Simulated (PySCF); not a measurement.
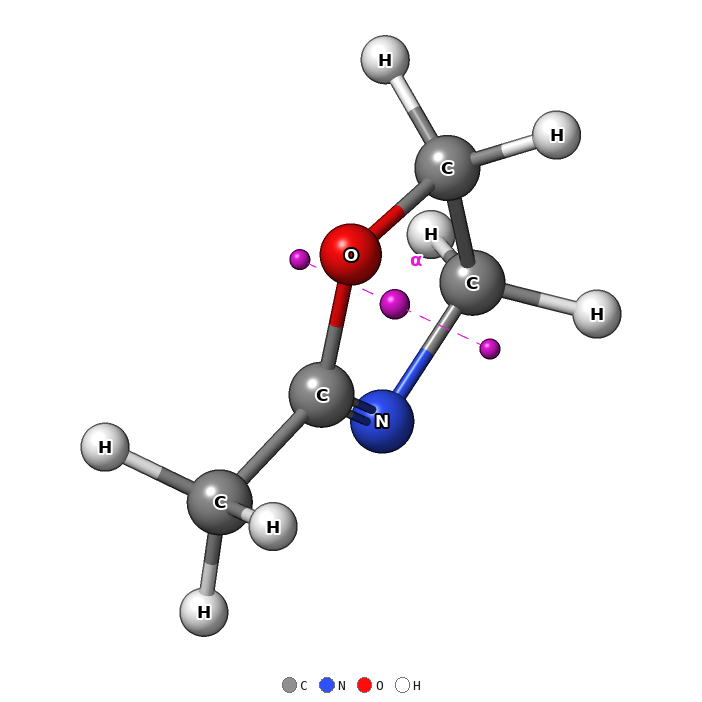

The small points mark where nucleus-independent chemical shifts (NICS) were computed: at the centre of each lettered ring and 1 Å above and below it. The geometry was computed by an optimisation with PBE0-D3(BJ)/def2-SVP. No frequency run is at hand to confirm it as a minimum. Level of theory: GIAO B97-D/pcSseg-1 NMR shielding, non-relativistic, gas phase (PySCF 2.14.0).

Give NICS(0), NICS(1) and the out-of-plane component NICS(1)zz for each ring (means of the two sides).

```
ring  members  NICS(0)  NICS(1)  NICS(1)zz
   α     C3NO     −4.8     −2.9       −5.9
```

Values in ppm.

> What do the values say about the ring currents?

Ring α: weak, as in a non-aromatic ring. NICS is one index among several.
